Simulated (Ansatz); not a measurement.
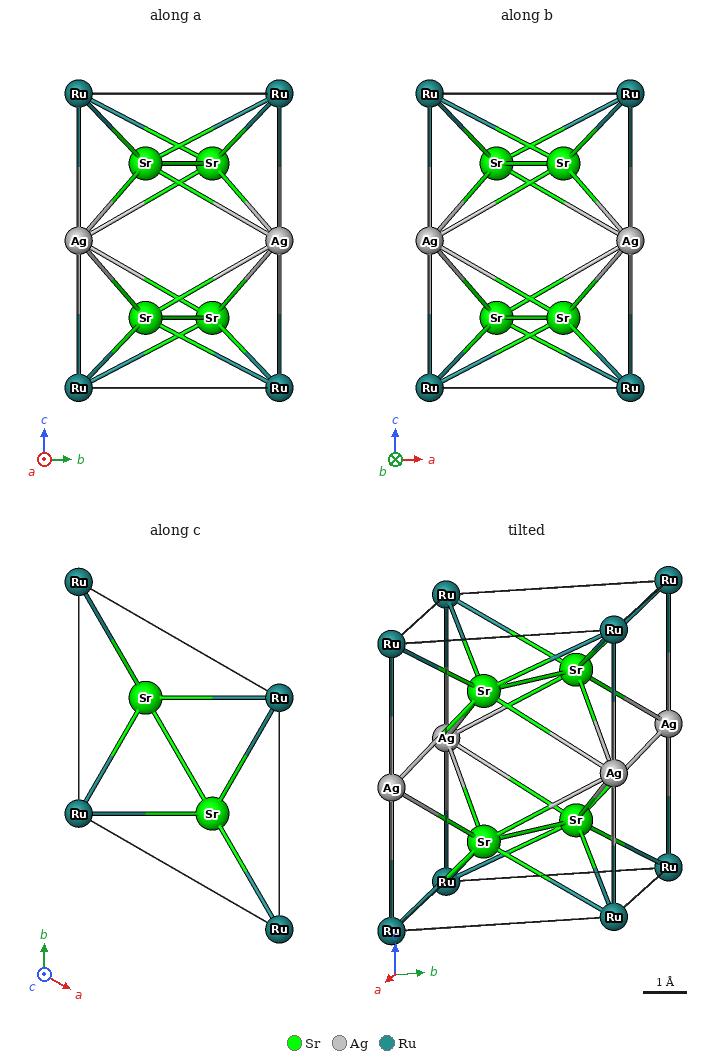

Shown here is a ball-and-stick view of the crystal, taken along the a axis, along the b axis, along the c axis and slightly off an axis. The wireframe shows the conventional unit cell.

Lattice parameters: a = 5.4746 Å, b = 5.4746 Å, c = 6.9531 Å, α = 90.000°, β = 90.000°, γ = 120.000°.

Question: Convert the drawing into a CIF with its space group and independent sites, with free fractional coordinates to two decimals.

Answer:
```cif
data_structure
_symmetry_space_group_name_H-M 'P 6/m m m'
_symmetry_Int_Tables_number 191
_cell_length_a 5.4746
_cell_length_b 5.4746
_cell_length_c 6.9531
_cell_angle_alpha 90.000
_cell_angle_beta 90.000
_cell_angle_gamma 120.000
_cell_volume 180.47
loop_
_atom_site_label
_atom_site_type_symbol
_atom_site_symmetry_multiplicity
_atom_site_Wyckoff_symbol
_atom_site_fract_x
_atom_site_fract_y
_atom_site_fract_z
_atom_site_occupancy
Sr1 Sr 4 h 0.3333 0.6667 0.76 1
Ag1 Ag 1 b 0.00 0.00 0.50 1
Ru1 Ru 1 a 0.00 0.00 0.00 1
```

Its origin is a random cell made by a generator, so it need not be a real form of the compound. The picture shows the end point of a geometry optimisation with DFT PBE, scalar-relativistic, plane waves, PAW (Ansatz 0.2.0).
